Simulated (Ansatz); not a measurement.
# GeH₅ (doublet): wB97M-V, B2PLYP, RPA-PBE over a scan of the distance Ge1–H5 along a hydrogen transfer, cc-pVTZ, part 2 of 2

Ansatz 0.2.0, Gaussian basis; cc-pVTZ, all electrons in the functionals, frozen cores in the correlation of double hybrids and RPA. Earlier steps stand in the parts before.

## (11) B2PLYP, 1.850 Å

The input, in.yaml:

```yaml
crystal:
  periodic: [false, false, false]
  atoms:
    - {symbol: Ge, position_ang: [-0.037767, 0.000000, 0.000000]}
    - {symbol: H, position_ang: [-0.549217, 1.446599, 0.000000]}
    - {symbol: H, position_ang: [-0.549217, -0.723300, 1.252791]}
    - {symbol: H, position_ang: [-0.549217, -0.723299, -1.252792]}
    - {symbol: H, position_ang: [1.812233, 0.000000, 0.000000]}
    - {symbol: H, position_ang: [2.557233, 0.000000, 0.000000]}
basis:
  gaussian: {orbitals: cc-pVTZ}
magnetization: {spin_polarized: true, initial_magnetization: 1}
hamiltonian: {xc: {name: B2PLYP}}
correlation: {electrons: outside_noble_gas}
```

Command:

```
ansatz run in.yaml --threads 2 --pin off --events-out ev --progress --plain --max-ram 16896MiB --backend cuda --devices 0, --max-vram 18GiB
```

What it wrote (excerpt; [...] marks lines left out):

```text
Functional definition: B2PLYP
  name "B2PLYP"
  cite "Grimme, J. Chem. Phys. 124, 034108 (2006) doi:10.1063/1.2148954"
  cite "Becke, Phys. Rev. A 38, 3098 (1988) doi:10.1103/PhysRevA.38.3098"
  cite "Lee, Yang & Parr, Phys. Rev. B 37, 785 (1988) doi:10.1103/PhysRevB.37.785"
[...]
648 factors; integrals over basis functions are off by at most 1.1e-3 eV
[...]
mean field -56585.05209687 eV, -2079.4623098342 hartree, gradient 8.5e-6 eV, S^2 0.756855; 0 other end points of the search recorded, 0 dependent functions left out
14 core orbitals not correlated: weight in the atoms' cores, before any rotation towards them, 0.999 or more for the frozen orbitals, at most 0.001 for the correlated occupied ones
reference -56585.05224467 eV, -2079.4623152656 hartree; 5, 4 occupied and 94, 95 virtual orbitals, 648 factors
second order -5.10405138 eV of doubles, -0.00000000 eV of singles
Total energy: -56586.43033854 eV, -2079.5129592813 hartree
```

It took 1.4 s on 1 × H100 (card shared with other runs) with 2 threads of AMD EPYC 7R13, shared host; peak host memory 0.79 GiB.

From the report: ⟨S²⟩ of the determinant 0.757 (pure doublet: 0.75).

From 1.534 Å: -0.392 eV.

## (12) RPA-PBE, 1.534 Å

The input, in.yaml:

```yaml
crystal:
  periodic: [false, false, false]
  atoms:
    - {symbol: Ge, position_ang: [-0.033672, 0.000000, 0.000000]}
    - {symbol: H, position_ang: [-0.545122, 1.446599, 0.000000]}
    - {symbol: H, position_ang: [-0.545121, -0.723300, 1.252791]}
    - {symbol: H, position_ang: [-0.545122, -0.723299, -1.252792]}
    - {symbol: H, position_ang: [1.500678, 0.000000, 0.000000]}
    - {symbol: H, position_ang: [2.561328, 0.000000, 0.000000]}
basis:
  gaussian: {orbitals: cc-pVTZ}
magnetization: {spin_polarized: true, initial_magnetization: 1}
hamiltonian: {xc: {name: PBE}}
correlation: {method: rpa, electrons: outside_noble_gas}
```

Launched as before.

What it wrote (excerpt; [...] marks lines left out):

```text
Functional definition: PBE
  name "PBE"
  cite "Perdew, Burke & Ernzerhof, Phys. Rev. Lett. 77, 3865 (1996) doi:10.1103/PhysRevLett.77.3865"
  parent pbe
[...]
649 factors; integrals over basis functions are off by at most 1.2e-3 eV
[...]
mean field -56588.67800517 eV, -2079.5955595062 hartree, gradient 2.4e-6 eV, S^2 0.753575; 0 other end points of the search recorded, 0 dependent functions left out
14 core orbitals not correlated: weight in the atoms' cores, before any rotation towards them, 0.998 or more for the frozen orbitals, at most 0.001 for the correlated occupied ones
reference -56549.64867640 eV, -2078.1612581292 hartree; 5, 4 occupied and 94, 95 virtual orbitals, 649 factors
Total energy: -56558.81684132 eV, -2078.4981819754 hartree
```

Wall time 3.2 s (1 × H100 (card shared with other runs) with 2 threads of AMD EPYC 7R13, shared host); peak host memory 0.88 GiB.

From the report: ⟨S²⟩ of the determinant 0.754 (pure doublet: 0.75).

## (13) RPA-PBE, 1.579 Å

The input, in.yaml:

```yaml
crystal:
  periodic: [false, false, false]
  atoms:
    - {symbol: Ge, position_ang: [-0.034251, 0.000000, 0.000000]}
    - {symbol: H, position_ang: [-0.545701, 1.446599, 0.000000]}
    - {symbol: H, position_ang: [-0.545701, -0.723300, 1.252791]}
    - {symbol: H, position_ang: [-0.545701, -0.723299, -1.252792]}
    - {symbol: H, position_ang: [1.544749, 0.000000, 0.000000]}
    - {symbol: H, position_ang: [2.560749, 0.000000, 0.000000]}
basis:
  gaussian: {orbitals: cc-pVTZ}
magnetization: {spin_polarized: true, initial_magnetization: 1}
hamiltonian: {xc: {name: PBE}}
correlation: {method: rpa, electrons: outside_noble_gas}
```

The command is unchanged.

What it wrote (excerpt; [...] marks lines left out):

```text
Functional definition: PBE
  name "PBE"
  cite "Perdew, Burke & Ernzerhof, Phys. Rev. Lett. 77, 3865 (1996) doi:10.1103/PhysRevLett.77.3865"
  parent pbe
[...]
649 factors; integrals over basis functions are off by at most 1.3e-3 eV
[...]
mean field -56588.76696588 eV, -2079.5988287521 hartree, gradient 2.5e-6 eV, S^2 0.753784; 0 other end points of the search recorded, 0 dependent functions left out
14 core orbitals not correlated: weight in the atoms' cores, before any rotation towards them, 0.998 or more for the frozen orbitals, at most 0.001 for the correlated occupied ones
reference -56549.69324974 eV, -2078.1628961691 hartree; 5, 4 occupied and 94, 95 virtual orbitals, 649 factors
Total energy: -56558.89996858 eV, -2078.5012368460 hartree
```

It took 2 s on 1 × H100 (card shared with other runs) with 2 threads of AMD EPYC 7R13, shared host; peak host memory 0.88 GiB.

From the report: ⟨S²⟩ of the determinant 0.754 (pure doublet: 0.75).

From 1.534 Å: -0.083 eV.

## (14) RPA-PBE, 1.670 Å

The input, in.yaml:

```yaml
crystal:
  periodic: [false, false, false]
  atoms:
    - {symbol: Ge, position_ang: [-0.035432, 0.000000, 0.000000]}
    - {symbol: H, position_ang: [-0.546882, 1.446599, 0.000000]}
    - {symbol: H, position_ang: [-0.546882, -0.723300, 1.252791]}
    - {symbol: H, position_ang: [-0.546882, -0.723299, -1.252792]}
    - {symbol: H, position_ang: [1.634568, 0.000000, 0.000000]}
    - {symbol: H, position_ang: [2.559568, 0.000000, 0.000000]}
basis:
  gaussian: {orbitals: cc-pVTZ}
magnetization: {spin_polarized: true, initial_magnetization: 1}
hamiltonian: {xc: {name: PBE}}
correlation: {method: rpa, electrons: outside_noble_gas}
```

Same command.

What it wrote (excerpt; [...] marks lines left out):

```text
Functional definition: PBE
  name "PBE"
  cite "Perdew, Burke & Ernzerhof, Phys. Rev. Lett. 77, 3865 (1996) doi:10.1103/PhysRevLett.77.3865"
  parent pbe
[...]
649 factors; integrals over basis functions are off by at most 1.3e-3 eV
[...]
mean field -56588.91795812 eV, -2079.6043776146 hartree, gradient 2.4e-6 eV, S^2 0.753793; 0 other end points of the search recorded, 0 dependent functions left out
14 core orbitals not correlated: weight in the atoms' cores, before any rotation towards them, 0.998 or more for the frozen orbitals, at most 0.001 for the correlated occupied ones
reference -56549.80153046 eV, -2078.1668754124 hartree; 5, 4 occupied and 94, 95 virtual orbitals, 649 factors
Total energy: -56559.05778187 eV, -2078.5070363775 hartree
```

Run time: 1.6 s. Hardware: 1 × H100 (card shared with other runs) with 2 threads of AMD EPYC 7R13, shared host; peak host memory 0.88 GiB.

From the report: ⟨S²⟩ of the determinant 0.754 (pure doublet: 0.75).

From 1.534 Å: -0.241 eV.

## (15) RPA-PBE, 1.760 Å

The input, in.yaml:

```yaml
crystal:
  periodic: [false, false, false]
  atoms:
    - {symbol: Ge, position_ang: [-0.036600, 0.000000, 0.000000]}
    - {symbol: H, position_ang: [-0.548050, 1.446599, 0.000000]}
    - {symbol: H, position_ang: [-0.548049, -0.723300, 1.252791]}
    - {symbol: H, position_ang: [-0.548050, -0.723299, -1.252792]}
    - {symbol: H, position_ang: [1.723400, 0.000000, 0.000000]}
    - {symbol: H, position_ang: [2.558400, 0.000000, 0.000000]}
basis:
  gaussian: {orbitals: cc-pVTZ}
magnetization: {spin_polarized: true, initial_magnetization: 1}
hamiltonian: {xc: {name: PBE}}
correlation: {method: rpa, electrons: outside_noble_gas}
```

Launched as before.

What it wrote (excerpt; [...] marks lines left out):

```text
Functional definition: PBE
  name "PBE"
  cite "Perdew, Burke & Ernzerhof, Phys. Rev. Lett. 77, 3865 (1996) doi:10.1103/PhysRevLett.77.3865"
  parent pbe
[...]
649 factors; integrals over basis functions are off by at most 1.5e-3 eV
[...]
mean field -56589.02390628 eV, -2079.6082711377 hartree, gradient 2.2e-6 eV, S^2 0.753303; 0 other end points of the search recorded, 0 dependent functions left out
14 core orbitals not correlated: weight in the atoms' cores, before any rotation towards them, 0.998 or more for the frozen orbitals, at most 0.001 for the correlated occupied ones
reference -56549.94044680 eV, -2078.1719804935 hartree; 5, 4 occupied and 94, 95 virtual orbitals, 649 factors
Total energy: -56559.19975939 eV, -2078.5122539549 hartree
```

It took 1.9 s on 1 × H100 (card shared with other runs) with 2 threads of AMD EPYC 7R13, shared host; peak host memory 0.88 GiB.

From the report: ⟨S²⟩ of the determinant 0.753 (pure doublet: 0.75).

From 1.534 Å: -0.383 eV.

## (16) RPA-PBE, 1.850 Å

The input, in.yaml:

```yaml
crystal:
  periodic: [false, false, false]
  atoms:
    - {symbol: Ge, position_ang: [-0.037767, 0.000000, 0.000000]}
    - {symbol: H, position_ang: [-0.549217, 1.446599, 0.000000]}
    - {symbol: H, position_ang: [-0.549217, -0.723300, 1.252791]}
    - {symbol: H, position_ang: [-0.549217, -0.723299, -1.252792]}
    - {symbol: H, position_ang: [1.812233, 0.000000, 0.000000]}
    - {symbol: H, position_ang: [2.557233, 0.000000, 0.000000]}
basis:
  gaussian: {orbitals: cc-pVTZ}
magnetization: {spin_polarized: true, initial_magnetization: 1}
hamiltonian: {xc: {name: PBE}}
correlation: {method: rpa, electrons: outside_noble_gas}
```

Same command.

What it wrote (excerpt; [...] marks lines left out):

```text
Functional definition: PBE
  name "PBE"
  cite "Perdew, Burke & Ernzerhof, Phys. Rev. Lett. 77, 3865 (1996) doi:10.1103/PhysRevLett.77.3865"
  parent pbe
[...]
648 factors; integrals over basis functions are off by at most 1.1e-3 eV
[...]
mean field -56589.02761018 eV, -2079.6084072537 hartree, gradient 2.2e-6 eV, S^2 0.752685; 0 other end points of the search recorded, 0 dependent functions left out
14 core orbitals not correlated: weight in the atoms' cores, before any rotation towards them, 0.998 or more for the frozen orbitals, at most 0.001 for the correlated occupied ones
reference -56550.03875329 eV, -2078.1755931903 hartree; 5, 4 occupied and 94, 95 virtual orbitals, 648 factors
Total energy: -56559.26365455 eV, -2078.5146020588 hartree
```

Wall time 1.8 s (1 × H100 (card shared with other runs) with 2 threads of AMD EPYC 7R13, shared host); peak host memory 0.88 GiB.

From the report: ⟨S²⟩ of the determinant 0.753 (pure doublet: 0.75).

From 1.534 Å: -0.447 eV.

## (17) Against the wave-function levels

The yardstick is UCCSDT(Q), where the cluster series has nearly closed. It comes from earlier runs at the same points. Energies in eV, counted from 1.534 Å; blanks weren't run or aren't comparable.

| level | 1.534 Å | 1.579 Å | 1.670 Å | 1.760 Å | 1.850 Å |
| --- | --- | --- | --- | --- | --- |
| UCCSDT(Q) | 0.000 | -0.075 | -0.218 | -0.352 | -0.413 |
| wB97M-V | 0.000 | -0.080 | -0.236 | -0.379 | -0.443 |
| B2PLYP | 0.000 | -0.075 | -0.216 | -0.343 | -0.392 |
| RPA-PBE | 0.000 | -0.083 | -0.241 | -0.383 | -0.447 |

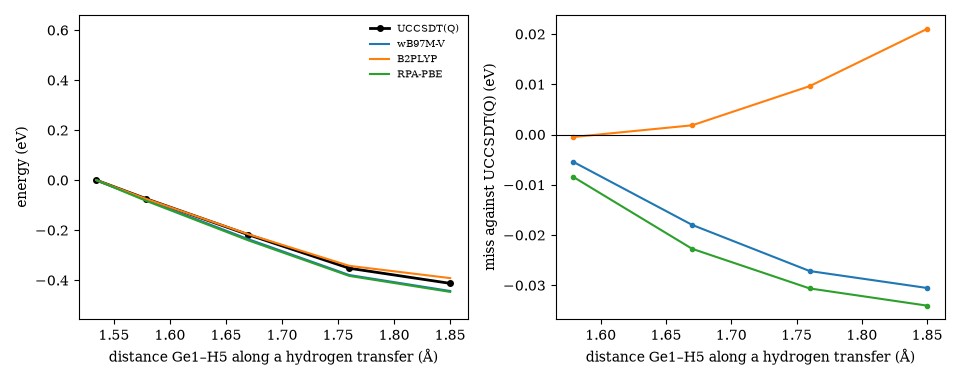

Left: the curves (the axis may cut off levels that run far away). Right: misses against UCCSDT(Q), in the same colours.

Largest miss and mean time a point (UCCSDT(Q) took 9.9 s a point; shared hosts):

| level | largest miss (eV) | where | time a point |
| --- | --- | --- | --- |
| wB97M-V | -0.031 | 1.850 Å | 4.5 s |
| B2PLYP | +0.021 | 1.850 Å | 2.3 s |
| RPA-PBE | -0.034 | 1.850 Å | 2.1 s |

## (18) Summary of results

What follows sums up all 2 parts.

| quantity | value |
| --- | --- |
| span of the UCCSDT(Q) curve | 0.413 eV |
| largest miss, wB97M-V | -0.031 eV (1.850 Å) |
| largest miss, B2PLYP | +0.021 eV (1.850 Å) |
| largest miss, RPA-PBE | -0.034 eV (1.850 Å) |

In words: Of the functionals, B2PLYP keep the smallest largest miss at the points compared (at most 0.021 eV) and RPA-PBE strays most (0.034 eV, at 1.850 Å). Functionals and the yardstick converge differently with the basis, so part of each miss in cc-pVTZ is the basis.
